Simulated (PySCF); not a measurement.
**C$_{10}$H$_{8}$, SMILES `c1ccc2ccccc2c1`: what the electrons do**

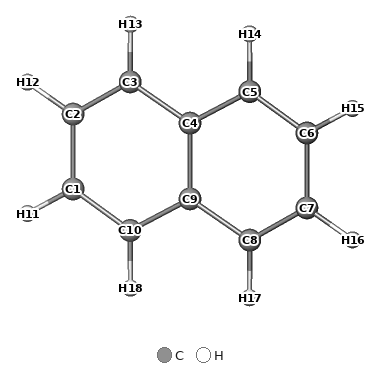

The molecule, with its atoms numbered as below. No frequency check shows the geometry to be a minimum.

Coordinates in Å:

```
C1      -2.4143   -0.7019    0.0000
C2      -2.4143    0.7019    0.0000
C3      -1.2348    1.3919    0.0000
C4      -0.0000    0.7098    0.0000
C5       1.2348    1.3919    0.0000
C6       2.4143    0.7019    0.0000
C7       2.4143   -0.7019    0.0000
C8       1.2348   -1.3919    0.0000
C9      -0.0000   -0.7098    0.0000
C10     -1.2348   -1.3919    0.0000
H11     -3.3561   -1.2311    0.0000
H12     -3.3561    1.2311    0.0000
H13     -1.2295    2.4729    0.0000
H14      1.2295    2.4729    0.0000
H15      3.3562    1.2311    0.0000
H16      3.3562   -1.2311    0.0000
H17      1.2295   -2.4729    0.0000
H18     -1.2295   -2.4729    0.0000
```

## 1. Bonding charge

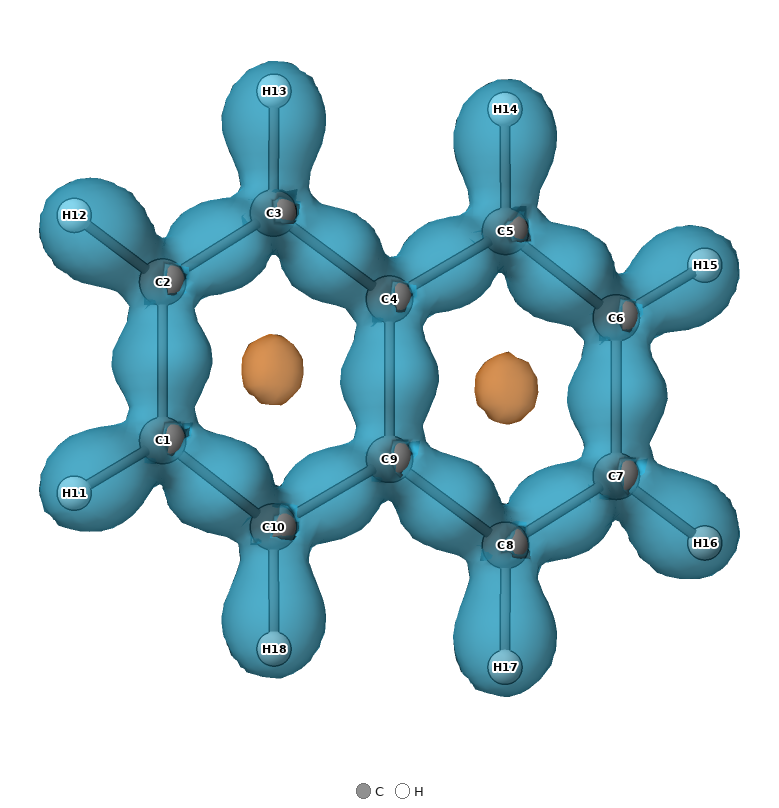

Deformation density (molecule less spherical, spin-averaged free atoms at the same positions), surfaces at ±0.15 e/Å³; light blue: gain, orange: loss.

PySCF calculation, LDA (SVWN)/6-31G*, gas phase; geometry: GFN2-xTB.

**How much density has each bond gained at its critical point, relative to the free atoms?**

C1–H11, C2–H12, C6–H15 and C7–H16: +0.65 e/Å³ at the bond critical point (bond length 1.08 Å, Mayer order 0.9). C3–H13, C5–H14, C8–H17 and C10–H18: +0.64 e/Å³ at the bond critical point (bond length 1.08 Å, Mayer order 0.9). C2–C3, C5–C6, C7–C8 and C1–C10: +0.61 e/Å³ at the bond critical point (bond length 1.37 Å, Mayer order 1.5). C1–C2 and C6–C7: +0.55 e/Å³ at the bond critical point (bond length 1.40 Å, Mayer order 1.3). C3–C4, C9–C10, C4–C5 and C8–C9: +0.55 e/Å³ at the bond critical point (bond length 1.41 Å, Mayer order 1.3). C4–C9: +0.55 e/Å³ at the bond critical point (bond length 1.42 Å, Mayer order 1.3). In all, 3.8 electrons gather in the regions of gain relative to the promolecule.

**Where do the Hirshfeld charges lie?**

The highest Hirshfeld charge is on H11, H12, H15 and H16 (+0.05 e), the lowest on C1, C2, C6 and C7 (−0.05 e).

## 2. Electrostatic potential

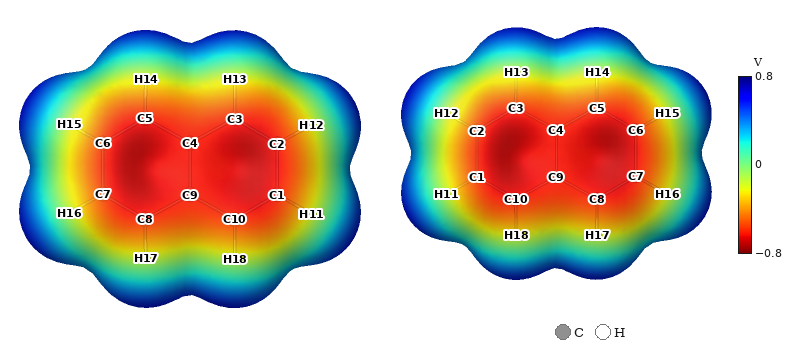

Electrostatic potential on the surface of electron density 0.001 a.u. (back view left, front view right).

**Where are the extremes of the potential on the surface?**

Highest: 0.58 V, 1.4 Å from H11, and at like points elsewhere. Lowest: −0.72 V, off the molecular plane, over C2 (2.0 Å), and at like points elsewhere. The surface is sampled at points, so like sites can differ by a few per cent and only the strongest of them is named.

**What volume does the surface enclose, and what is the dipole moment?**

About 168 Å³; the dipole moment is 0.0 D.

## 3. Excited states

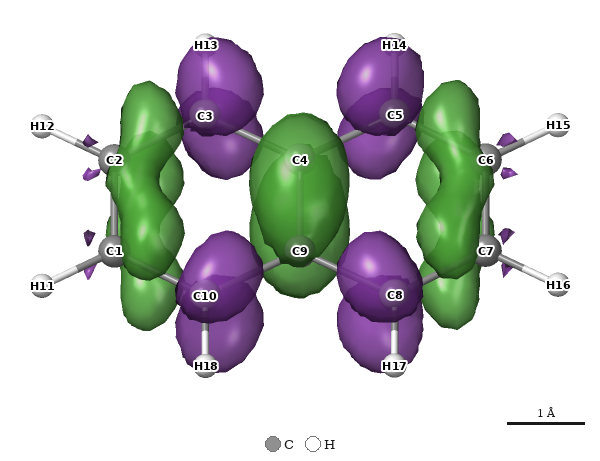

Unrelaxed difference density of T₂ less the ground state (TDA triplet states), ±0.008 e/Å³; purple: gain, green: loss.

Method: ωB97X/6-31G*; geometry: GFN2-xTB; program: PySCF. Without diffuse functions Rydberg states are missing, so the states' numbers hold for this basis only.

**How does the charge move on excitation?**

0.21 e is displaced in all, mostly between regions of the same atoms. The state: 4.38 eV (283 nm), spin-forbidden from the singlet ground state, π → π*; the leading pair carries 61 %; hole on C1, C2, C6 and C7 (12 % each), C4 and C9 (10 % each) and C3, C5, C8 and C10 (7 % each), electron on C1, C2, C3, C5, C6, C7, C8 and C10 (10 % each) and C4 and C9 (7 % each) (shares are of the whole state, not of the leading pair alone); their centroids lie 0.0 Å apart.

## 4. Localised orbitals

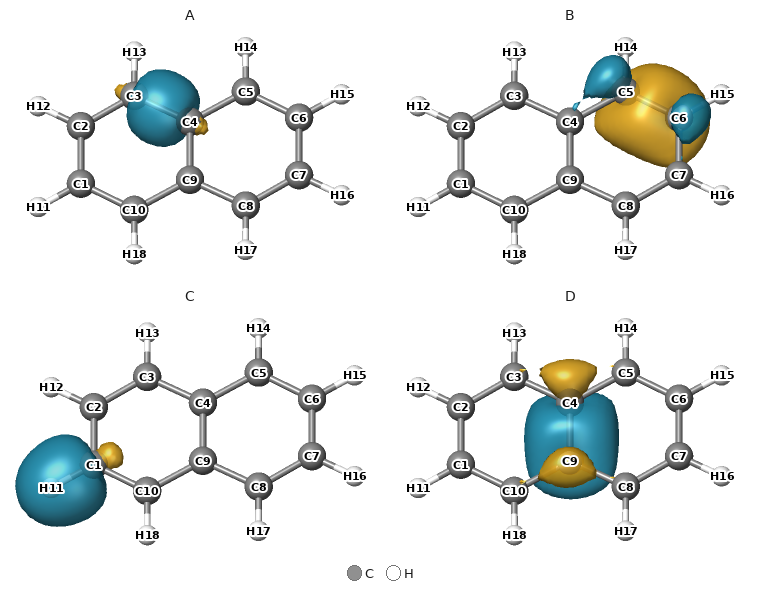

Foster–Boys orbitals, occupied; each surface holds about 80 % of the orbital's density. Energies are diagonal elements of the Fock matrix.

Level of theory: CAM-B3LYP/def2-SVP (PySCF), at a geometry from GFN2-xTB.

**What does each orbital represent in a Lewis picture?**

By panel:
- A: σ bond C4–C3 (C4 50 %, C3 49 %; −17.5 eV)
- B: bent (banana) bond C5–C6 (C5 47 %, C6 46 %; −14.2 eV)
- C: σ bond C1–H11 (C1 55 %, H11 44 %; −15.4 eV)
- D: bent (banana) bond C9–C4 (C9 43 %, C4 43 %; −14.2 eV)

The PySCF runs shown took 33 s, 5.6 min and 45 s on 1 thread of Intel(R) Xeon(R) Platinum 8259CL CPU @ 2.50GHz (Skylake/Cascade Lake), with other jobs on the host.
